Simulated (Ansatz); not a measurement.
**Rhodium, hcp under BLYP: from relaxation to bulk modulus**

Aim: take rhodium in the hcp structure, relax it, solve it on a dense k-mesh, then scale the cell to 7 volumes from 88 to 112 % of the relaxed one and try a fit of the equation of state. Spin polarisation is left out. The k-meshes are 13×13×7 for the relaxation; 21×21×12 for the dense run; 15×15×8 for the volumes.

This is Rh in the hcp structure; at room conditions it is fcc.

Program: Ansatz 0.2.0. Level of theory: DFT BLYP, plane waves (420 eV) with PAW, scalar-relativistic; PAW files made under PBE, frozen cores solved again for the functional. These are calculated values, not measurements.

### Step 1. The starting structure

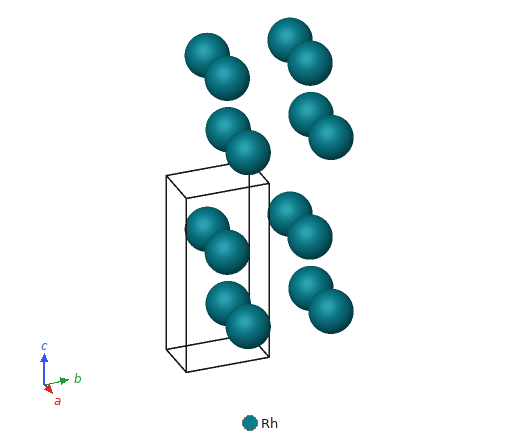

Start, viewed slightly off an axis; rhodium blue. 2×2×2 cells are drawn. Any atoms on the faces are drawn again on the opposite ones.

As a file:

```
CELL_PARAMETERS angstrom
2.68919 0.00000 0.00000
-1.34460 2.32891 0.00000
0.00000 0.00000 4.39145
ATOMIC_POSITIONS crystal
Rh 0.33333 0.66667 0.25000
Rh 0.66667 0.33333 0.75000
```

### Step 2. Relaxation of the cell

File input.yaml:

```yaml
crystal:
  lattice:
    - [2.6891940459, 0.0, 0.0]
    - [-1.3445970229, 2.3289103594, 0.0]
    - [0.0, 0.0, 4.3914538769]
  atoms:
    - { symbol: Rh, position: [0.3333333333, 0.6666666667, 0.25] }
    - { symbol: Rh, position: [0.6666666667, 0.3333333333, 0.75] }
hamiltonian:
  xc: blyp
  pseudopotentials:
    kind: paw
    azcp:
      Rh: "pseudopotentials/Rh.paw.azcp"
basis:
  ecutwfc: 420
  fft_grid_basis: typed
kpoints:
  mp_grid: { grid: [13, 13, 7], shift: [0, 0, 0] }
magnetization:
  spin_polarized: false
scf:
  occupations: { method: fermi_dirac, width: 0.1 }
relax:
  max_steps: 60
  f_tol: 0.01
  cell: {}
output:
  write_density: true
  write_potential: true
  elf: true
  volumetric_format: npy
```

The log of the run:

```text
Warning: RAYON_NUM_THREADS=2 ignored (pool sized by the plan → 2); use --threads N
Engine: ansatz 0.2.0, aarch64-unknown-linux-gnu
Pseudopotentials: kind: paw
Pseudopotential: Rh, paw, valence charge 17, recommended cutoff 420 eV (normal), <dir>
Functional definition: BLYP
  parameter beta = 0.0042
  parameter a = 0.04918
  parameter b = 0.132
  parameter c = 0.2533
  parameter d = 0.349
  exchange = b88_x(beta = beta)
  correlation = lyp_c(a = a, b = b, c = c, d = d)
Crystal: 2 atoms, lattice volume = 27.503 Å³
Basis set: ecut = 420 eV, 549 PW (Γ), exchange–correlation on 36×36×60 points (8 copies of the dense FFT grid, shifted against one another)
Bands: 21, of which v1, the nominal top of the filled ones, is band 17 counted from 1 (16 counted from 0)
Symmetry: 24 space group operations
Space group: P63/mmc (ITA 194), of the structure as read, at distance tolerance 3.0e-5 Å
k-points: 84 of 1183
Non-local potential: Rh, projectors of the file, l = 0: 3, l = 1: 2, l = 2: 2, l = 3: 1
PAW form: soft (Blöchl's): semilocal exchange-correlation on the pseudo side does not see the compensation charge
PAW frozen core: Rh, regenerated for the run's functional, and the local potential with it (the file was generated under x = pbe(κ = 0.804, μ = 0.2195149727645171), c = pbe(β = 0.06672455060314922))
PAW one-centre angular grid: Rh, 590 points (default); XC on 64 Gauss nodes
Initial density: superposition of atomic densities (neutral atoms: chi_scale 0, normalization atom), corrected by the library's trained network
Initial wavefunctions: pseudopotential atomic-orbital guess
Functional: x = b88, c = lyp
SCF iter   1: F=—  HF=-12834.085367 eV  |F-HF|=—  |Δ(HF+E_count)|=         —  Δρ=1.77e-2  dr2=7.54e-2  ethr=1.77e-3  ⟨swp⟩=4.8  Hψ=6845  notcnv=0
preconditioner: auto → none  [metal: Δε(μ)=0.016 eV  Ē_g=7.558 eV  σ=0.100 eV  W_gap=0.04  n_scr=8 (ndim 8)  ℏωp=30.0 eV  f_vac=0.000  D(μ)=3.48/eV (n_scr^D=42)  sad-step TF]
SCF iter   2: F=—  HF=-12834.074115 eV  |F-HF|=—  |Δ(HF+E_count)|=   1.13e-2  Δρ=9.41e-3  dr2=2.14e-2  ethr=2.22e-4  ⟨swp⟩=1.0  Hψ=2436  notcnv=0
SCF iter   3: F=—  HF=-12834.070443 eV  |F-HF|=—  |Δ(HF+E_count)|=   3.67e-3  Δρ=8.78e-4  dr2=1.19e-4  ethr=6.31e-5  ⟨swp⟩=2.0  Hψ=2466  notcnv=0
SCF iter   4: F=—  HF=-12834.070510 eV  |F-HF|=—  |Δ(HF+E_count)|=   6.73e-5  Δρ=1.36e-4  dr2=3.38e-6  ethr=3.51e-7  ⟨swp⟩=2.1  Hψ=2888  notcnv=0
SCF iter   5: F=—  HF=-12834.070516 eV  |F-HF|=—  |Δ(HF+E_count)|=   5.54e-6  Δρ=3.41e-5  dr2=9.96e-8  ethr=9.94e-9  ⟨swp⟩=2.5  Hψ=3082  notcnv=0
SCF iter   6: F=-12834.070516 eV  HF=-12834.070516 eV  |F-HF|=6.40e-10  |Δ(HF+E_count)|=   2.22e-8  Δρ=6.52e-6  dr2=4.10e-9  ethr=2.93e-10  ⟨swp⟩=5.4  Hψ=10933  notcnv=0
SCF 1 converged in 6 iterations: F = -12834.070516 eV  dr2 = 4.10e-9
relax step   1: F+E_penalty+E_count = -12834.07051579 eV  Δ(F+E_penalty+E_count) = +0.000e0 eV  max|allowed force component| = 1.850e-17 eV/Å  Δτ_max = 0.0000 Å  P = +21.042 GPa  Ω = 27.503 Å³  (6 SCF iters, dr2 threshold 1.00e-7 eV, accepted)
Crystal: 2 atoms, lattice volume = 31.362 Å³
Basis set: ecut = 420 eV, 615 PW (Γ), exchange–correlation on 36×36×60 points (8 copies of the dense FFT grid, shifted against one another)
Initial density: handed on by an earlier stage of this run
Initial wavefunctions: those handed on with the density
iter 1 solved again at ethr=1.19e-4 eV; its pass at ethr=3.10e-3 eV (dr2=4.05e-2 eV) is discarded
SCF iter   1: F=—  HF=-12834.171399 eV  |F-HF|=—  |Δ(HF+E_count)|=         —  Δρ=1.15e-2  dr2=4.06e-2  ethr=1.19e-4  ⟨swp⟩=1.0  Hψ=9292  notcnv=0
preconditioner: auto → Kerker (q_TF=auto, 2.765 Å⁻¹)  [metal: Δε(μ)=0.003 eV  Ē_g=6.524 eV  σ=0.100 eV  W_gap=0.01  n_scr=10 (ndim 8)  ℏωp=28.1 eV  f_vac=0.000  D(μ)=4.28/eV (n_scr^D=66)]
SCF iter   2: F=—  HF=-12834.163925 eV  |F-HF|=—  |Δ(HF+E_count)|=   7.47e-3  Δρ=6.15e-3  dr2=1.04e-2  ethr=1.19e-4  ⟨swp⟩=1.0  Hψ=1764  notcnv=0
SCF iter   3: F=—  HF=-12834.162216 eV  |F-HF|=—  |Δ(HF+E_count)|=   1.71e-3  Δρ=1.24e-3  dr2=2.44e-4  ethr=3.05e-5  ⟨swp⟩=2.0  Hψ=2328  notcnv=0
SCF iter   4: F=—  HF=-12834.162289 eV  |F-HF|=—  |Δ(HF+E_count)|=   7.32e-5  Δρ=1.81e-4  dr2=8.41e-6  ethr=7.17e-7  ⟨swp⟩=2.6  Hψ=3075  notcnv=0
SCF iter   5: F=—  HF=-12834.162338 eV  |F-HF|=—  |Δ(HF+E_count)|=   4.87e-5  Δρ=4.92e-5  dr2=5.53e-7  ethr=2.47e-8  ⟨swp⟩=2.1  Hψ=2600  notcnv=0
SCF iter   6: F=-12834.162338 eV  HF=-12834.162338 eV  |F-HF|=2.04e-9  |Δ(HF+E_count)|=   5.00e-7  Δρ=1.50e-5  dr2=5.30e-8  ethr=5.88e-10  ⟨swp⟩=7.9  Hψ=11102  notcnv=0
SCF 2 converged in 6 iterations: F = -12834.162338 eV  dr2 = 5.30e-8
relax step   2: F+E_penalty+E_count = -12834.16233810 eV  Δ(F+E_penalty+E_count) = -9.182e-2 eV  max|allowed force component| = 1.850e-17 eV/Å  Δτ_max = 0.0000 Å  P = -9.425 GPa  Ω = 31.362 Å³  energy of the carried Pulay correction = -2.239e-3 eV  (6 SCF iters, dr2 threshold 2.00e-7 eV, accepted)
Crystal: 2 atoms, lattice volume = 30.063 Å³
Basis set: ecut = 420 eV, 579 PW (Γ), exchange–correlation on 36×36×60 points (8 copies of the dense FFT grid, shifted against one another)
iter 1 solved again at ethr=1.63e-5 eV; its pass at ethr=3.10e-3 eV (dr2=5.53e-3 eV) is discarded
SCF iter   1: F=—  HF=-12834.210868 eV  |F-HF|=—  |Δ(HF+E_count)|=         —  Δρ=3.98e-3  dr2=4.63e-3  ethr=1.63e-5  ⟨swp⟩=1.0  Hψ=8967  notcnv=0
preconditioner: auto → none  [metal: Δε(μ)=0.004 eV  Ē_g=6.849 eV  σ=0.100 eV  W_gap=0.01  n_scr=8 (ndim 8)  ℏωp=28.7 eV  f_vac=0.000  D(μ)=3.95/eV (n_scr^D=54)]
SCF iter   2: F=—  HF=-12834.209736 eV  |F-HF|=—  |Δ(HF+E_count)|=   1.13e-3  Δρ=1.29e-3  dr2=2.06e-4  ethr=1.36e-5  ⟨swp⟩=2.0  Hψ=2452  notcnv=0
SCF iter   3: F=—  HF=-12834.209724 eV  |F-HF|=—  |Δ(HF+E_count)|=   1.14e-5  Δρ=4.69e-4  dr2=2.98e-5  ethr=6.07e-7  ⟨swp⟩=1.0  Hψ=1764  notcnv=0
SCF iter   4: F=—  HF=-12834.209760 eV  |F-HF|=—  |Δ(HF+E_count)|=   3.56e-5  Δρ=3.49e-5  dr2=7.39e-8  ethr=8.76e-8  ⟨swp⟩=2.2  Hψ=3210  notcnv=0
iter 5 did not close the SCF: its close was put off for the readings that it lacked (scf_convergence_deferred on its scf_iter line)
SCF iter   5: F=-12834.209760 eV  HF=-12834.209760 eV  |F-HF|=2.84e-9  |Δ(HF+E_count)|=   9.23e-8  Δρ=7.48e-6  dr2=5.38e-9  ethr=2.17e-10  ⟨swp⟩=2.6  Hψ=3373  notcnv=0
SCF iter   6: F=-12834.209760 eV  HF=-12834.209760 eV  |F-HF|=7.28e-12  |Δ(HF+E_count)|=   1.58e-9  Δρ=1.57e-6  dr2=1.91e-10  ethr=1.58e-11  ⟨swp⟩=4.4  Hψ=9259  notcnv=0
SCF 3 converged in 6 iterations: F = -12834.209760 eV  dr2 = 1.91e-10
relax step   3: F+E_penalty+E_count = -12834.20975988 eV  Δ(F+E_penalty+E_count) = -4.742e-2 eV  max|allowed force component| = 1.850e-17 eV/Å  Δτ_max = 0.0000 Å  P = -1.720 GPa  Ω = 30.063 Å³  energy of the carried Pulay correction = -1.519e-3 eV  (6 SCF iters, dr2 threshold 2.00e-7 eV, accepted)
[... 12 lines left out ...]
relax step   4: F+E_penalty+E_count = -12834.21128870 eV  Δ(F+E_penalty+E_count) = -1.529e-3 eV  max|allowed force component| = 3.585e-17 eV/Å  Δτ_max = 0.0000 Å  P = -0.337 GPa  Ω = 29.865 Å³  energy of the carried Pulay correction = -1.407e-3 eV  (6 SCF iters, dr2 threshold 2.00e-7 eV, accepted)
[... 13 lines left out ...]
relax step   5: F+E_penalty+E_count = -12834.21136813 eV  Δ(F+E_penalty+E_count) = -7.943e-5 eV  max|allowed force component| = 9.252e-18 eV/Å  Δτ_max = 0.0000 Å  P = +0.007 GPa  Ω = 29.816 Å³  energy of the carried Pulay correction = -1.379e-3 eV  (6 SCF iters, dr2 threshold 2.00e-7 eV, accepted)
[... 11 lines left out ...]
relax step   6: F+E_penalty+E_count = -12834.21316006 eV  Δ(F+E_penalty+E_count) = -1.792e-3 eV  max|allowed force component| = 2.082e-17 eV/Å  Δτ_max = 0.0000 Å  P = +0.079 GPa  Ω = 29.816 Å³  stress off target by 9.23e-2 GPa  SCF on the basis re-selected at this cell (its energy is not comparable with the rows above)  (6 SCF iters)
[... 16 lines left out ...]
relax step   7: F+E_penalty+E_count = -12834.21315748 eV  Δ(F+E_penalty+E_count) = +2.588e-6 eV  max|allowed force component| = 3.354e-17 eV/Å  Δτ_max = 0.0000 Å  P = +0.002 GPa  Ω = 29.827 Å³  energy of the carried Pulay correction = -5.999e-6 eV  (7 SCF iters, accepted)
iter 1 solved again at ethr=1.95e-8 eV; its pass at ethr=3.10e-3 eV (dr2=6.64e-6 eV) is discarded
SCF iter   1: F=—  HF=-12834.213144 eV  |F-HF|=—  |Δ(HF+E_count)|=         —  Δρ=8.62e-7  dr2=5.38e-11  ethr=1.95e-8  ⟨swp⟩=3.7  Hψ=12564  notcnv=0
eigensolver tolerance schedule: the retry pair's looser diagonalisation over-reported the residual by 123404.90 of it (diagonalisation noise at 3.50 of the residual, at the tolerance the schedule requests for it); recorded, not acted on — ethr = c·dr2/N_el stays at c = 1.0e-1
SCF iter   2: F=—  HF=-12834.213163 eV  |F-HF|=—  |Δ(HF+E_count)|=   1.97e-5  Δρ=4.52e-7  dr2=2.34e-11  ethr=1.00e-12  ⟨swp⟩=3.0  Hψ=4075  notcnv=0
iter 3 did not close the SCF: its close was put off for the readings that it lacked (scf_convergence_deferred on its scf_iter line)
SCF iter   3: F=-12834.213163 eV  HF=-12834.213163 eV  |F-HF|=1.09e-11  |Δ(HF+E_count)|=  5.46e-12  Δρ=2.89e-7  dr2=5.18e-12  ethr=1.00e-12  ⟨swp⟩=1.0  Hψ=1764  notcnv=0
iter 4 did not close the SCF: its close was put off for the readings that it lacked (scf_convergence_deferred on its scf_iter line)
SCF iter   4: F=-12834.213163 eV  HF=-12834.213163 eV  |F-HF|=0.00e0  |Δ(HF+E_count)|=  1.64e-11  Δρ=4.35e-8  dr2=1.38e-13  ethr=1.00e-12  ⟨swp⟩=1.0  Hψ=1764  notcnv=0
iter 5 did not close the SCF: its close was put off for the readings that it lacked (scf_convergence_deferred on its scf_iter line)
SCF iter   5: F=-12834.213163 eV  HF=-12834.213163 eV  |F-HF|=0.00e0  |Δ(HF+E_count)|=  1.82e-12  Δρ=2.72e-8  dr2=7.27e-14  ethr=1.00e-12  ⟨swp⟩=1.0  Hψ=1764  notcnv=0
iter 6 did not close the SCF: its close was put off for the readings that it lacked (scf_convergence_deferred on its scf_iter line)
SCF iter   6: F=-12834.213163 eV  HF=-12834.213163 eV  |F-HF|=0.00e0  |Δ(HF+E_count)|=  1.82e-12  Δρ=1.07e-8  dr2=1.34e-14  ethr=1.00e-12  ⟨swp⟩=1.0  Hψ=1764  notcnv=0
SCF iter   7: F=-12834.213163 eV  HF=-12834.213163 eV  |F-HF|=1.82e-12  |Δ(HF+E_count)|=  1.82e-12  Δρ=2.94e-9  dr2=9.26e-16  ethr=1.00e-12  ⟨swp⟩=2.0  Hψ=5280  notcnv=0
SCF 8 converged in 7 iterations: F = -12834.213163 eV  dr2 = 9.26e-16
relax step   8: F+E_penalty+E_count = -12834.21316347 eV  Δ(F+E_penalty+E_count) = -5.998e-6 eV  max|allowed force component| = 4.163e-17 eV/Å  Δτ_max = 0.0000 Å  P = +0.002 GPa  Ω = 29.827 Å³  stress off target by 2.94e-3 GPa  SCF on the basis re-selected at this cell (its energy is not comparable with the rows above)  (7 SCF iters)
basis re-selected at this cell: Δ(F+E_penalty+E_count) = -5.998e-6 eV, ΔP = -0.000 GPa vs the last step (what re-selecting the basis moved, of the pressure what is left beyond the Pulay correction that the steps carried, after the strain that the cell walked since its last selection, with what the two solves' SCF thresholds leave and, on support functions, any second-order correction that the steps lacked; it is no measure of the basis error at this ecutwfc). This SCF's stress stands 2.94e-3 GPa from its target on what of the cell is left free (relax.cell.stress_tol is 5.00e-2 GPa) and its largest allowed force component is 4.16e-17 eV/Å (relax.f_tol is 1.00e-2 eV/Å): within both
SCF converged after 7 iterations
Free energy (F): -12834.213163 eV
Harris-Foulkes:  -12834.213163 eV  (|F-HF|=1.82e-12)
Internal energy: -12834.084866 eV  (E = F + TS)
E sigma→0 (E₀):  -12834.149015 eV
Entropy (-TS):   -0.128298 eV (-64.149 meV/atom)
Fermi energy:    20.726651 eV
--- Per-component energies (eV) ---
  E_band       = -217.751237
  E_kinetic    = 1145.107468
  E_local      = -3335.901819  (includes V_loc(G=0)·N_el)
  E_nonlocal   = 710.338978
  E_hartree    = 1174.788962
  E_xc         = -436.321621
  E_vxc        = -546.161326  (∫ρ·V_xc dr)
  E_paw        = -7209.568526  (= ΣΔE_a)
  E_vpaw       = -540.714119  (= ΣTr[D̂ρ^β])
  E_aug_tail   = 0.001658  (compensation charges beyond the density's cutoff)
  E_ewald      = -4882.706107
  E_core_change = 0.176143  (= ΣΔE_core)
  E_smearing   = -0.128298  (= −TS)
  E_closure    = 0.000000  (closes the sum)
  Σ components = -12834.213163   (vs F -12834.213163, Δ=0.00e0)
--- Forces (eV/Å), atoms counted from 1 ---
  atom   1  Rh    -0.00000000     0.00000000     0.00000000
  atom   2  Rh     0.00000000    -0.00000000     0.00000000
  max |Σ_I F_I| component: 9.25e-18 eV/Å
--- Stress (GPa, compression-positive) ---
        0.002944       0.000000       0.000000
        0.000000       0.002944       0.000000
        0.000000       0.000000      -0.000781
  P = ⅓ Tr σ = 0.0017 GPa (0.017 kbar)
--- Band table (eV; the first three rows and the last of 84) ---
  k-point 0: bands = ["-57.9216", "-57.8371", "-26.0753", "-25.5692", "-25.5692", "-25.4997", "-25.4838", "-25.4838", "13.4427", "15.2430", "18.0242", "18.0583", "18.0583", "18.5174", "18.5174", "18.9966", "18.9966", "20.8414", "20.8414", "21.8794", "28.6728"]
  k-point 1: bands = ["-57.9175", "-57.8414", "-26.0476", "-25.5650", "-25.5650", "-25.5290", "-25.4881", "-25.4881", "13.6379", "15.2917", "17.9539", "17.9765", "17.9765", "18.4322", "18.4322", "19.2010", "19.2010", "20.8285", "20.8285", "21.1022", "29.7098"]
  k-point 2: bands = ["-57.9058", "-57.8531", "-25.9695", "-25.6106", "-25.5532", "-25.5532", "-25.5000", "-25.5000", "14.1811", "15.3911", "17.8007", "17.8810", "17.8810", "18.2322", "18.2322", "19.6111", "19.6382", "19.6382", "20.7404", "20.7404", "31.9826"]
  k-point 83: bands = ["-57.8256", "-57.8238", "-25.9428", "-25.9381", "-25.8148", "-25.7784", "-25.6055", "-25.5968", "16.3540", "16.4030", "16.9729", "17.1453", "17.9406", "18.0849", "19.0404", "19.2933", "20.8495", "20.9911", "26.9426", "27.5588", "29.8483"]
--- Relaxed structure (6 steps of the walk, 6 accepted, 2 SCFs on fresh bases) ---
  F+E_penalty+E_count = -12834.21316347 eV   max|allowed force component| = 4.163e-17 eV/Å   (the final SCF, on the basis selected at the relaxed cell)
  cell:  # Å, volume = 29.8273 Å³
    - [2.7769508556021374, -2.980951545802191e-11, 0.0]
    - [-1.388475427775253, 2.4049099860272882, 0.0]
    - [0.0, 0.0, 4.466288911839326]
  atoms:
    - { symbol: Rh, position: [0.33333333333333326, 0.6666666666666666, 0.25] }
    - { symbol: Rh, position: [0.6666666666666666, 0.33333333333333337, 0.75] }
```

Run time: 7.9 s. Hardware: 2 threads of Arm Neoverse V2, shared host; peak memory 0.34 GiB.

The steps of the relaxation:

```csv
step,energy change (meV/atom),largest force (eV/Å),pressure (GPa),volume (Å³/atom)
1,0.00,0.0000,21.04,13.752
2,-45.91,0.0000,-9.43,15.681
3,-69.62,0.0000,-1.72,15.032
4,-70.39,0.0000,-0.34,14.933
5,-70.43,0.0000,0.01,14.908
6,-71.32,0.0000,0.08,14.908
7,-71.32,0.0000,0.00,14.914
8,-71.32,0.0000,0.00,14.914
```

Steps that repeat a cell are solved on a basis chosen anew, so their changes of energy are no gain of the relaxation.

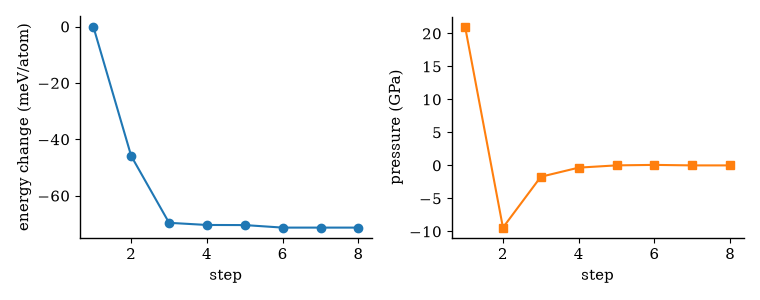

Energy and pressure over the accepted steps.

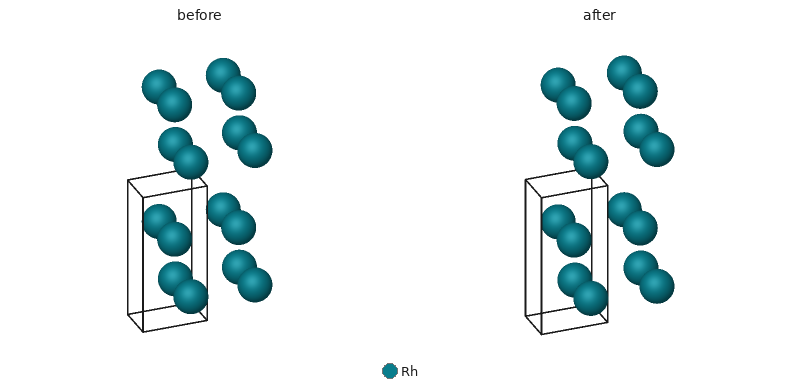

Before and after, at one scale. The cells drawn are those of the first picture.

The cell of the run, before and after:

|  | before | after | change |
| --- | --- | --- | --- |
| a (Å) | 2.689 | 2.777 | +3.3 % |
| b (Å) | 2.689 | 2.777 | +3.3 % |
| c (Å) | 4.391 | 4.466 | +1.7 % |
| volume (Å³/atom) | 13.752 | 14.914 | +8.5 % |
| shortest distance (Å) | 2.689 | 2.749 | +2.2 % |
| space group (spins left aside) | P6_3/mmc | P6_3/mmc | same |

### Step 3. Dense single point

File input.yaml:

```yaml
crystal:
  lattice:
    - [2.7769508556, 0.0, 0.0]
    - [-1.3884754278, 2.404909986, 0.0]
    - [0.0, 0.0, 4.4662889118]
  atoms:
    - { symbol: Rh, position: [0.3333333333, 0.6666666667, 0.25] }
    - { symbol: Rh, position: [0.6666666667, 0.3333333333, 0.75] }
hamiltonian:
  xc: blyp
  pseudopotentials:
    kind: paw
    azcp:
      Rh: "pseudopotentials/Rh.paw.azcp"
basis:
  ecutwfc: 420
  fft_grid_basis: typed
kpoints:
  mp_grid: { grid: [21, 21, 12], shift: [0, 0, 0] }
magnetization:
  spin_polarized: false
scf:
  occupations: { method: fermi_dirac, width: 0.1 }
```

The log of the run (excerpt; [...] marks lines left out):

```text
Warning: RAYON_NUM_THREADS=2 ignored (pool sized by the plan → 2); use --threads N
[...]
[... 3 set-up lines as earlier in the session ...]
[...]
Crystal: 2 atoms, lattice volume = 29.827 Å³
Basis set: ecut = 420 eV, 579 PW (Γ), exchange–correlation on 40×40×60 points (8 copies of the dense FFT grid, shifted against one another)
Bands: 21, of which v1, the nominal top of the filled ones, is band 17 counted from 1 (16 counted from 0)
[... 1 set-up line as earlier in the session ...]
Space group: P63/mmc (ITA 194), of the structure as read, at distance tolerance 3.1e-5 Å
k-points: 336 of 5292
[...]
SCF iter   1: F=—  HF=-12834.224275 eV  |F-HF|=—  |Δ(HF+E_count)|=         —  Δρ=1.60e-2  dr2=6.85e-2  ethr=1.77e-3  ⟨swp⟩=4.8  Hψ=27274  notcnv=0
[...]
SCF iter   6: F=-12834.212192 eV  HF=-12834.212192 eV  |F-HF|=1.69e-9  |Δ(HF+E_count)|=   2.16e-8  Δρ=6.56e-6  dr2=4.98e-9  ethr=2.94e-10  ⟨swp⟩=2.0  Hψ=14107  notcnv=0
[...]
SCF converged after 6 iterations
Free energy (F): -12834.212192 eV
[...]
E sigma→0 (E₀):  -12834.149073 eV
Entropy (-TS):   -0.126239 eV (-63.119 meV/atom)
Fermi energy:    20.715752 eV
[...]
```

Wall time 2.9 s (2 threads of Arm Neoverse V2, shared host); peak memory 0.41 GiB.

### Step 4. The cell scaled to 88 % of its volume

File input.yaml:

```yaml
crystal:
  lattice:
    - [2.6611074943, 0.0, 0.0]
    - [-1.3305537471, 2.3045866923, 0.0]
    - [0.0, 0.0, 4.2799730759]
  atoms:
    - { symbol: Rh, position: [0.3333333333, 0.6666666667, 0.25] }
    - { symbol: Rh, position: [0.6666666667, 0.3333333333, 0.75] }
hamiltonian:
  xc: blyp
  pseudopotentials:
    kind: paw
    azcp:
      Rh: "pseudopotentials/Rh.paw.azcp"
basis:
  ecutwfc: 420
  fft_grid_basis: typed
kpoints:
  mp_grid: { grid: [15, 15, 8], shift: [0, 0, 0] }
magnetization:
  spin_polarized: false
scf:
  occupations: { method: fermi_dirac, width: 0.1 }
  lower_state_search: "off"
output:
  stress: true
```

The log of the run (excerpt; [...] marks lines left out):

```text
Warning: RAYON_NUM_THREADS=2 ignored (pool sized by the plan → 2); use --threads N
[...]
[... 3 set-up lines as earlier in the session ...]
[...]
Crystal: 2 atoms, lattice volume = 26.248 Å³
Basis set: ecut = 420 eV, 537 PW (Γ), exchange–correlation on 36×36×60 points (8 copies of the dense FFT grid, shifted against one another)
Bands: 21, of which v1, the nominal top of the filled ones, is band 17 counted from 1 (16 counted from 0)
[... 2 set-up lines as earlier in the session ...]
k-points: 135 of 1800
[...]
SCF iter   1: F=—  HF=-12833.860217 eV  |F-HF|=—  |Δ(HF+E_count)|=         —  Δρ=1.86e-2  dr2=7.37e-2  ethr=1.77e-3  ⟨swp⟩=4.8  Hψ=11118  notcnv=0
[...]
SCF iter   6: F=-12833.845479 eV  HF=-12833.845479 eV  |F-HF|=5.60e-10  |Δ(HF+E_count)|=   5.33e-9  Δρ=2.73e-6  dr2=9.66e-10  ethr=5.60e-11  ⟨swp⟩=1.8  Hψ=9276  notcnv=0
[...]
SCF converged after 6 iterations
Free energy (F): -12833.845479 eV
[...]
E sigma→0 (E₀):  -12833.794134 eV
Entropy (-TS):   -0.102690 eV (-51.345 meV/atom)
Fermi energy:    24.362424 eV
[...]
--- Stress (GPa, compression-positive) ---
       37.120593      -0.000000       0.000000
       -0.000000      37.120593       0.000000
        0.000000       0.000000      38.209869
  P = ⅓ Tr σ = 37.4837 GPa (374.837 kbar)
```

It took 1.3 s on 2 threads of Arm Neoverse V2, shared host; peak memory 0.33 GiB.

[end of part 1 of 2]
